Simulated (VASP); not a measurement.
Given:

```xyz
5
Lattice="4.0149 0.0000 0.0000 0.0000 4.0149 0.0000 0.0000 0.0000 4.0149" Properties=species:S:1:pos:R:3 pbc="T T T"
K      0.0000     0.0000     0.0000
Ta     2.0074     2.0074     2.0074
O      2.0074     0.0000     2.0074
O      0.0000     2.0074     2.0074
O      2.0074     2.0074     0.0000
```

These are PBE GGA with D4 dispersion, VASP's PBE PAW potentials (set 64) (plane waves; VASP) values and carry that method's errors. Run with 520 eV cut-off, 6×6×6 Γ-centred mesh, tetrahedra with Blöchl corrections, potentials K_sv Ta_pv O.

Unless said otherwise, spin-orbit coupling is left out, though it shifts the bands of the heavy elements here.

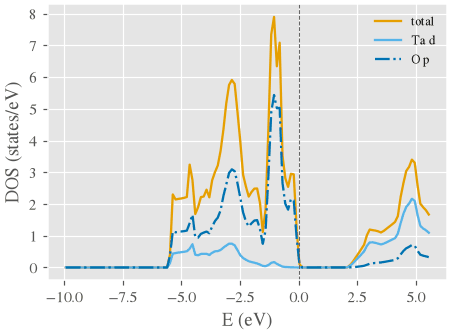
Total and projected density of states, zero at the valence-band maximum

Within 2 eV below the valence-band maximum the largest weight inside VASP's projection spheres is O p.

The gap is indirect, 2.13 eV, from the valence maximum at R to the conduction minimum at Γ.

The compound is KTaO3 in the cubic perovskite structure. It was relaxed first.
